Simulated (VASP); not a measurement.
Band structure of HgS (zinc blende). All values below come from PBE GGA with D3 dispersion (Becke-Johnson damping), VASP's PBE PAW potentials (set 64) (plane waves; VASP 6.6.1).

Unless said otherwise, spin-orbit coupling is left out, though it shifts the bands of the heavy elements here.

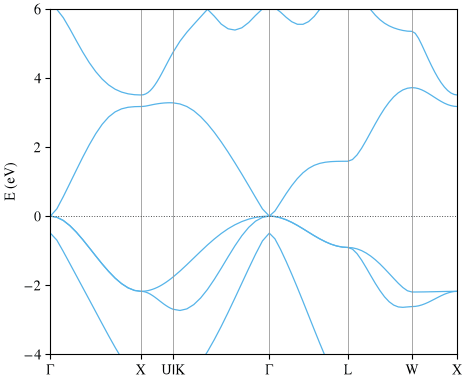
Figure: Bands along high-symmetry lines, zero at the valence-band maximum or, without a gap, the Fermi level

### Question
Read the plot: is there a gap, and where are the band edges?

### Answer
It has no gap at this level: it comes out as a metal or semimetal. (Edges off the drawn lines would not show.)

The compound is HgS in the zinc blende structure, metacinnabar; cinnabar is the stable form. It was relaxed first.
